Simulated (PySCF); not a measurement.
# C7H9N (SMILES CC/N=C/C=C1C=C1): what the fields show

Input file:

```
{"job": {"kind": "uv", "xc": "PBE0", "basis": "def2-SVPD", "nstates": 6, "ntriplets": 2}, "charge": 0, "multiplicity": 1}
C     -3.324468     0.074285     0.989013
C     -2.016054     0.739653     0.580588
N     -0.982030    -0.256078     0.487095
C      0.192943     0.074731     0.156168
C      1.243399    -0.904079     0.057247
C      2.481552    -0.583367    -0.285543
C      3.862553    -0.901542    -0.564435
C      3.498200     0.369437    -0.673503
H     -3.604106    -0.674670     0.253199
H     -4.119687     0.811944     1.066031
H     -3.203326    -0.419134     1.949253
H     -2.143708     1.250099    -0.384955
H     -1.742452     1.508017     1.318476
H      0.482915     1.114308    -0.072848
H      0.978426    -1.927463     0.276035
H      4.624207    -1.639684    -0.632465
H      3.764635     1.375574    -0.890570
```

Run with:

```sh
OMP_NUM_THREADS=1 python probes_run.py task.json out
```

Geometry: GFN2-xTB.

Level of theory: PBE0/def2-SVPD, SCF density, gas phase (PySCF 2.14.0).

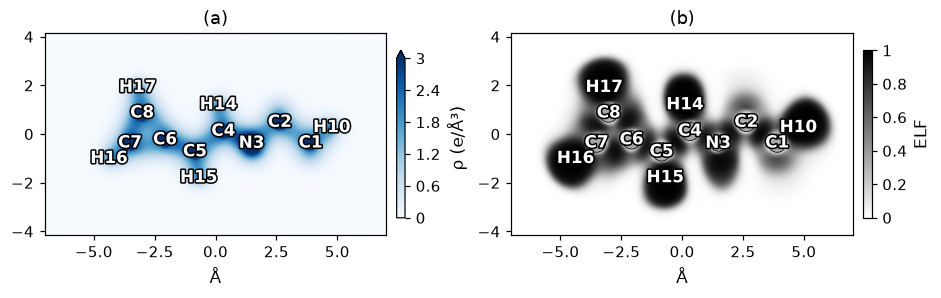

Figure 1. (a) total electron density; (b) electron localisation function on the plane of atoms N3, C4 and H14. Grey discs cover the atomic cores in the ELF map.

Question: What does the map show?

Answer: Atoms in the plane: C, N and H. C–N (1.26 Å): ρ at the midpoint is about 2.8 e/Å³; the ELF peaks at about 0.90 between the atoms: a short, multiple covalent bond. C–C (1.32 Å): ρ at the midpoint is about 2.3 e/Å³; the ELF peaks at about 0.90 between the atoms; a multiple bond. C–H (1.06 Å): ρ is about 2.1 e/Å³ halfway; the ELF climbs to about 1 towards the hydrogen, as it does in any bond to H (an ordinary covalent bond to hydrogen). C–N (1.44 Å): ρ at the midpoint is about 2 e/Å³; the ELF peaks at about 0.95 between the atoms: localised, covalent bonding. C–C (1.44 Å): the density is about 1.9 e/Å³ at the midpoint; the ELF peaks at about 0.95 between the atoms; a covalent bond. The ELF also peaks beside N3, away from the bonds: lone-pair regions.

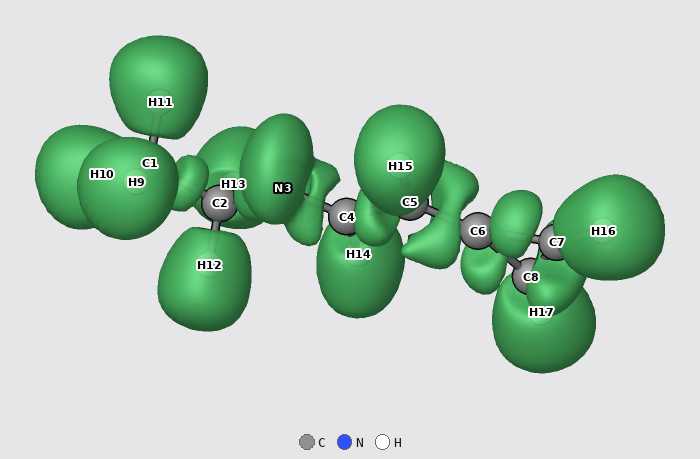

Figure 2. Isosurface of the ELF at 0.75 (green), seen at an oblique angle. Core shells and regions of very low density are left out.

Question: What do the ELF domains correspond to?

Answer: At this value the surface marks out six regions between bonded C–C atoms (shared pairs), nine regions around hydrogen nuclei and one region on N in which the atom's valence shell and bonds are merged.

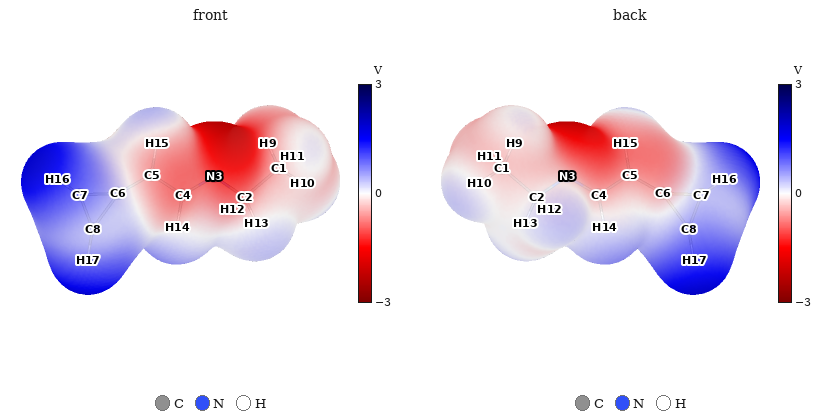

Figure 3. The electrostatic potential painted on the density surface at 0.002 e/bohr³, seen from the front and from behind; the colour scale runs from red (negative) to blue (positive).

Question: Describe the electrostatic potential map.

Answer: The most negative region (about −2.1 V, or −48 kcal/mol for a unit charge) lies over N3, the most positive (about +1.8 V, or +42 kcal/mol for a unit charge) over H16 and H17. N3 is the likeliest acceptor of a hydrogen bond.
